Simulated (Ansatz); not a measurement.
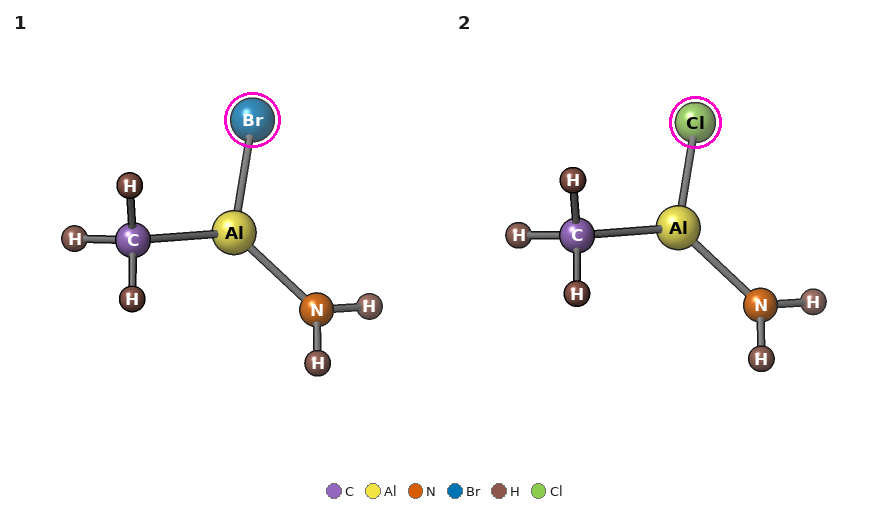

2 molecules with one skeleton, seen from the same side and at one scale; the atom that differs is circled. Charge 0, singlet. Computed geometries: PBE0-D4/def2-TZVP optimisations, one conformation each. Properties computed with Ansatz 0.2.0.

One atom differs, called X below: Br in panel 1, Cl in panel 2. Their formulas are CH5AlBrN (`[CH3][Al]([NH2])[Br]`), CH5AlClN (`[CH3][Al]([NH2])[Cl]`).

In which is the dipole moment larger (PBE0-D4/def2-TZVP)?

Answer. In panel 1 (X = Br).

In which is the length of X–Al larger (PBE0-D4/def2-TZVP)?

Answer. In panel 1 (X = Br).

Give the values. With PBE0-D4/def2-TZVP: length of X–Al (Å), angle N–Al–X (°), dipole moment (D), harmonic zero-point energy (kJ/mol). With ωB97M-V/def2-SVP: HOMO energy (Kohn–Sham orbital) (eV), HOMO–LUMO gap (eV).

| quantity | 1 (Br) | 2 (Cl) | 2 − 1 |
| --- | --- | --- | --- |
| length of X–Al (Å) | 2.268 | 2.107 | −0.161 |
| angle N–Al–X (°) | 115.5 | 115.7 | +0.2 |
| dipole moment (D) | 2.44 | 2.35 | −0.09 |
| harmonic zero-point energy (kJ/mol) | 164.7 | 165.6 | +0.9 |
| HOMO energy (Kohn–Sham orbital) (eV) | −9.77 | −9.78 | −0.01 |
| HOMO–LUMO gap (eV) | 11.57 | 11.65 | +0.08 |
